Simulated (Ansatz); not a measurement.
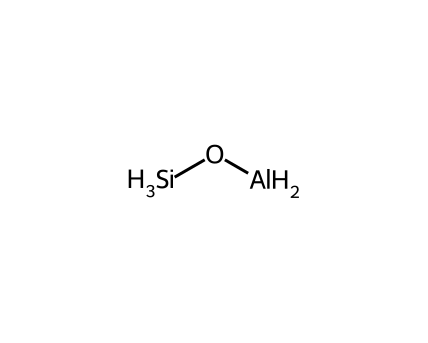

Simulated data, not a measurement (program: Ansatz).

Skeletal drawing of a molecule.

Write the SMILES.

Answer. [AlH2][O][SiH3]

What is the molecular formula?

Answer. AlH5OSi.

An optimisation with PBE-D4/def2-SVP gave a structure of which point group?

Answer. Cs.
